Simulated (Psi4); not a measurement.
**Polarizability calculation of CH2F2**

System: CH2F2.
Method: HF/def2-SVPD, RHF (Psi4 1.11).

The geometry comes from this level: PBE0-D4/def2-TZVP.

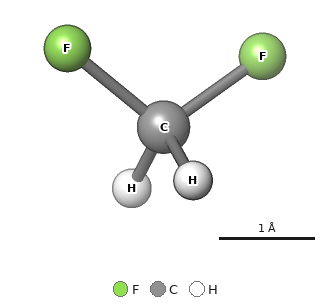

Figure 1. The input geometry (ball-and-stick view, seen at a tilt).

Summary:

- outcome: converged
- total energy: −237.726828 hartree
- basis functions: 82
- HOMO: −14.70 eV
- LUMO: 2.60 eV
- dipole moment: 2.21 D
- hardware: 1 thread of Intel Xeon (Sapphire Rapids), 16 GiB of memory available, shared host
- wall time: 4.5 s
- peak memory: 0.27 GiB

The input (ch2f2.py):
```python
import psi4

psi4.set_memory(1600000000)
psi4.set_num_threads(1)
psi4.core.set_output_file('run.log', False)

geom = psi4.geometry("""
F     -2.02824305     0.36131564     1.31959575
C      0.01908623    -0.03193637    -0.15552446
F      2.06074634    -0.33863892     1.34775267
H     -0.26966392    -1.76292550    -1.24627438
H      0.31237173     1.63310132    -1.34378425
units bohr
symmetry c1
""")

psi4.set_options({
    'reference': 'rhf',
    'puream': True,
    'scf_type': 'pk',
})

e_tot = psi4.properties('hf/def2-SVPD', properties=['dipole_polarizabilities'])
print(f'total energy {e_tot:.8f} hartree = {e_tot * 27.211386:.5f} eV')
for k, v in sorted(psi4.core.scalar_variables().items()):
    print(f'{k:45s} {v:18.10f}')
```

Run as:
```bash
python ch2f2.py
```

What the program printed:
```
=> Loading Basis Set <=

    Name: DEF2-SVPD
    Role: ORBITAL
    Keyword: BASIS

         ---------------------------------------------------------
                                   SCF
                              RHF Reference
                        1 Threads,   1525 MiB Core
         ---------------------------------------------------------

  ==> Geometry <==

    Molecular point group: c1
    Full point group: C1

    Geometry (in Bohr), charge = 0, multiplicity = 1:

       Center              X                  Y                   Z               Mass
    ------------   -----------------  -----------------  -----------------  -----------------
         F           -2.045346402337     0.362916314823     0.431371189521    18.998403162730
         C            0.001982877663    -0.030335695177    -1.043749020479    12.000000000000
         F            2.043642987663    -0.337038245177     0.459528109521    18.998403162730
         H           -0.286767272337    -1.761324825177    -2.134498940479     1.007825032230
         H            0.295268377663     1.634701994823    -2.232008810479     1.007825032230

  Running in c1 symmetry.

  Rotational constants: A =      1.66146  B =      0.35522  C =      0.31074 [cm^-1]
  Rotational constants: A =  49809.34451  B =  10649.09100  C =   9315.63596 [MHz]
  Nuclear repulsion =   77.468210557766199

  Charge       = 0
  Multiplicity = 1
  Electrons    = 26
  Nalpha       = 13
  Nbeta        = 13

  ==> Algorithm <==

  SCF Algorithm Type is PK.
  DIIS enabled.
  MOM disabled.
  Fractional occupation disabled.
  Guess Type is SAD.
  Energy threshold   = 1.00e-06
  Density threshold  = 1.00e-06
  Integral threshold = 1.00e-12

  ==> Primary Basis <==

  Basis Set: DEF2-SVPD
    Blend: DEF2-SVPD
    Number of shells: 34
    Number of basis functions: 82
    Number of Cartesian functions: 88
    Spherical Harmonics?: true
    Max angular momentum: 2

  ==> Integral Setup <==

  Using in-core PK algorithm.
   Calculation information:
      Number of atoms:                   5
      Number of AO shells:              34
      Number of primitives:             56
      Number of atomic orbitals:        88
      Number of basis functions:        82

      Integral cutoff                 1.00e-12
      Number of threads:                 1

  Performing in-core PK
  Using 11583812 doubles for integral storage.
  We computed 176625 shell quartets total.
  Whereas there are 177310 unique shell quartets.

  ==> DiskJK: Disk-Based J/K Matrices <==

    J tasked:                  Yes
    K tasked:                  Yes
    wK tasked:                  No
    Memory [MiB]:             1144
    Schwarz Cutoff:          1E-12

  Minimum eigenvalue in the overlap matrix is 6.3210299818E-04.
  Reciprocal condition number of the overlap matrix is 8.3197798686E-05.
    Using symmetric orthogonalization.

  ==> Pre-Iterations <==

  SCF Guess: Superposition of Atomic Densities via on-the-fly atomic UHF (no occupation information).

   -------------------------
    Irrep   Nso     Nmo
   -------------------------
     A         82      82
   -------------------------
    Total      82      82
   -------------------------

  ==> Iterations <==

                        Total Energy        Delta E     RMS |[F,P]|

   @RHF iter SAD:  -237.19053816675529   -2.37191e+02   0.00000e+00
   @RHF iter   1:  -237.67621232788596   -4.85674e-01   4.28600e-03 DIIS/ADIIS
   @RHF iter   2:  -237.71429596812499   -3.80836e-02   2.37379e-03 DIIS/ADIIS
   @RHF iter   3:  -237.72629602465537   -1.20001e-02   3.51152e-04 DIIS/ADIIS
   @RHF iter   4:  -237.72680178293066   -5.05758e-04   7.16249e-05 DIIS
   @RHF iter   5:  -237.72682561580748   -2.38329e-05   1.93135e-05 DIIS
   @RHF iter   6:  -237.72682814280563   -2.52700e-06   4.81920e-06 DIIS
   @RHF iter   7:  -237.72682833499488   -1.92189e-07   8.70821e-07 DIIS
  Energy and wave function converged.

  ==> Post-Iterations <==

    Orbital Energies [Eh]
    ---------------------

    Doubly Occupied:

       1A    -26.316121     2A    -26.316112     3A    -11.420450
       4A     -1.646670     5A     -1.582821     6A     -0.964335
       7A     -0.785964     8A     -0.778965     9A     -0.765694
      10A     -0.674090    11A     -0.639918    12A     -0.628037
      13A     -0.540200

    Virtual:

      14A      0.095691    15A      0.157590    16A      0.159862
      17A      0.161680    18A      0.222812    19A      0.226115
      20A      0.230494    21A      0.235195    22A      0.254262
      23A      0.315059    24A      0.340366    25A      0.379119
      26A      0.395878    27A      0.404023    28A      0.441340
      29A      0.450441    30A      0.469860    31A      0.497348
      32A      0.520988    33A      0.538908    34A      0.539876
      35A      0.545211    36A      0.631471    37A      0.652056
      38A      0.772877    39A      0.784385    40A      0.803220
      41A      0.840486    42A      0.869879    43A      0.901932
      44A      0.917738    45A      0.929014    46A      0.956197
      47A      0.958645    48A      1.097598    49A      1.187941
      50A      1.204912    51A      1.207060    52A      1.251396
      53A      1.263719    54A      1.740230    55A      1.788805
      56A      1.882195    57A      1.953684    58A      1.990839
      59A      2.008517    60A      2.035592    61A      2.222021
      62A      2.280995    63A      2.308702    64A      2.348683
      65A      2.358736    66A      2.469228    67A      2.567836
      68A      2.587360    69A      2.641721    70A      2.685613
      71A      3.172931    72A      3.296584    73A      3.702524
      74A      3.721600    75A      3.740042    76A      3.764397
      77A      3.774773    78A      3.836436    79A      3.940762
      80A      4.032438    81A      4.244793    82A      4.364033

    Final Occupation by Irrep:
              A
    DOCC [    13 ]
    NA   [    13 ]
    NB   [    13 ]

  @RHF Final Energy:  -237.72682833499488

   => Energetics <=

    Nuclear Repulsion Energy =             77.4682105577661986
    One-Electron Energy =                -484.2713566914555940
    Two-Electron Energy =                 169.0763177986945038
    Total Energy =                       -237.7268283349948774

Computation Completed

Properties will be evaluated at   0.000000,   0.000000,   0.000000 [a0]

Properties computed using the HF density matrix

 Multipole Moments:

 ------------------------------------------------------------------------------------
     Multipole            Electronic (a.u.)      Nuclear  (a.u.)        Total (a.u.)
 ------------------------------------------------------------------------------------

 L = 1.  Multiply by 2.5417464519 to convert [e a0] to [Debye]
 Dipole X            :         -0.0034259            0.0050676            0.0016417
 Dipole Y            :          0.0504243           -0.0757344           -0.0253101
 Dipole Z            :          1.7405558           -2.6109082           -0.8703524
 Magnitude           :                                                    0.8707219

 ------------------------------------------------------------------------------------

         ---------------------------------------------------------
                       CPSCF Linear Response Solver
         ---------------------------------------------------------

   ==> Requested Responses <==

    Dipole polarizabilities

   ==> Coupled-Perturbed RHF Solver <==

    Maxiter             =         100
    Convergence         =   1.000E-06
    Number of equations =           3
   -----------------------------------------------------
     Iter   Residual RMS      Max RMS  Remain  Time [s]
   -----------------------------------------------------
    Guess      1.972e+00    1.982e+00       3         0
        1      6.616e-01    7.927e-01       3         0
        2      1.846e-01    2.156e-01       3         0
        3      5.101e-02    5.350e-02       3         0
        4      1.011e-02    1.162e-02       3         1
        5      2.139e-03    2.911e-03       3         1
        6      4.285e-04    6.036e-04       3         1
        7      9.866e-05    1.202e-04       3         1
        8      2.201e-05    2.795e-05       3         1
        9      6.517e-06    8.239e-06       3         1
       10      1.458e-06    1.504e-06       3         2
       11      3.046e-07    3.536e-07       0         2
   -----------------------------------------------------

    Solver has converged.

   ==> Response Properties <==

    => Dipole polarizabilities <=

              X          Y          Z
    ----- ---------- ---------- ----------
      X     16.28710   -0.21727    0.00760
      Y     -0.21727   15.05544    0.01319
      Z      0.00760    0.01319   15.54456

	total time  =          3 seconds =       0.05 minutes
```

Standard output:
```
total energy -237.72682833 hartree = -6468.87649 eV
CURRENT ENERGY                                   -237.7268283350
CURRENT REFERENCE ENERGY                         -237.7268283350
DD SOLVATION ENERGY                                 0.0000000000
DIPOLE POLARIZABILITY XX                           16.2870972145
DIPOLE POLARIZABILITY XY                           -0.2172687200
DIPOLE POLARIZABILITY XZ                            0.0075976227
DIPOLE POLARIZABILITY YX                           -0.2172679873
DIPOLE POLARIZABILITY YY                           15.0554414647
DIPOLE POLARIZABILITY YZ                            0.0131859777
DIPOLE POLARIZABILITY ZX                            0.0075975876
DIPOLE POLARIZABILITY ZY                            0.0131860725
DIPOLE POLARIZABILITY ZZ                           15.5445616815
HF KINETIC ENERGY                                 237.0709179052
HF POTENTIAL ENERGY                              -474.7977462402
HF TOTAL ENERGY                                  -237.7268283350
HF VIRIAL RATIO                                     2.0027667267
NUCLEAR REPULSION ENERGY                           77.4682105578
ONE-ELECTRON ENERGY                              -484.2713566915
PCM POLARIZATION ENERGY                             0.0000000000
PE ENERGY                                           0.0000000000
SCF ITERATION ENERGY                             -237.7268283350
SCF ITERATIONS                                      7.0000000000
SCF TOTAL ENERGY                                 -237.7268283350
TWO-ELECTRON ENERGY                               169.0763177987
```

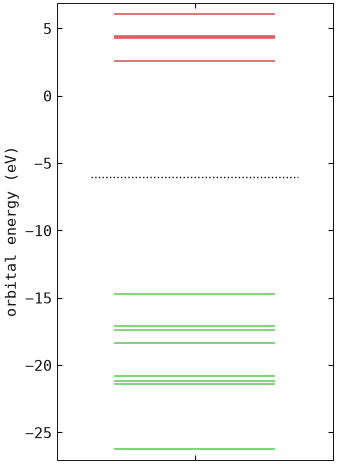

Figure 2. Orbital energies near the frontier; the dotted line parts filled from empty levels, and levels within 0.02 eV of each other stand side by side. Highest filled −14.70 eV, lowest empty 2.60 eV, 17.30 eV apart.
